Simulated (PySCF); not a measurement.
# C$_{2}$H$_{12}$OSSi$_{4}$: what the fields show

```xyz
20

C     3.4674    0.3724   -0.9628
O     2.1467    0.2069   -0.5551
Si    1.4396   -1.1849   -0.0879
Si   -0.5607   -0.0964    0.2712
Si   -0.4174    1.9281    1.4731
Si   -2.2578   -0.1929   -1.3718
C    -3.1948   -1.1994   -0.0366
S    -1.9692   -1.4587    1.3025
H     3.6770   -0.2341   -1.8464
H     4.1559    0.0778   -0.1680
H     3.6238    1.4240   -1.2034
H     2.1822   -1.7850    1.0332
H     1.5511   -2.1951   -1.1570
H     0.1998    1.7812    2.7960
H     0.4177    2.8591    0.7087
H    -1.7092    2.5916    1.6897
H    -3.0554    0.9813   -1.7507
H    -2.1180   -1.0097   -2.5854
H    -3.5389   -2.1795   -0.3575
H    -4.0451   -0.6760    0.3956
```

Geometry: GFN2-xTB.

These are results of PySCF 2.14.0, PBE0/pcSseg-1, SCF density, gas phase, non-relativistic, not measurements.

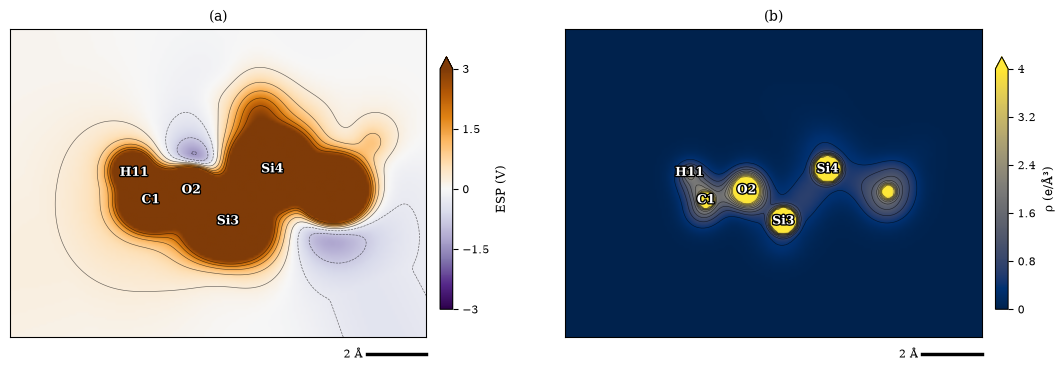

Figure 1. (a) molecular electrostatic potential; (b) electron density on the plane of atoms O2, C1 and H11.

### Read the bonding off the picture.

The plane passes through C, O, Si and H nuclei. C–O (1.39 Å): the density is about 2.1 e/Å³ at the midpoint, with its minimum of 1.8 e/Å³ about 0.5 Å from C. Si–O (1.63 Å): the density is about 1.1 e/Å³ at the midpoint. Si–Si (2.31 Å): ρ at the midpoint is about 0.67 e/Å³. C–H (1.09 Å): ρ is about 2.1 e/Å³ halfway. Outside the dense part of the molecule the potential is most negative (−1.4 V) near O2.

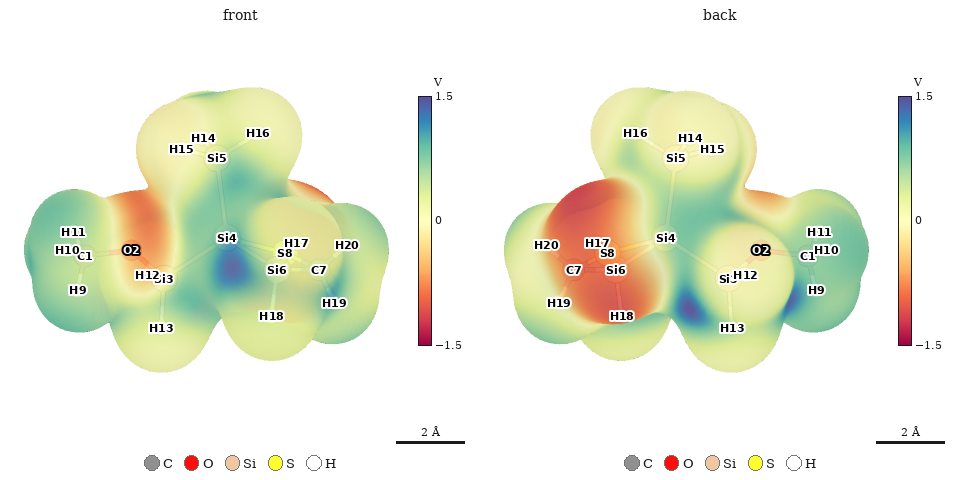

Figure 2. The electrostatic potential painted on the density surface at 0.002 e/bohr³, seen from the front and from behind; red is negative and blue positive.

### Which sites attract a positive test charge, and which a negative one?

A positive charge is drawn to the negative regions and a negative charge to the positive ones. The most negative region (about −1.2 V) lies over S8, the most positive (about +1.3 V) over Si3 and Si6.

### What dipole moment does the calculation give?

Its dipole moment is 2.52 D.
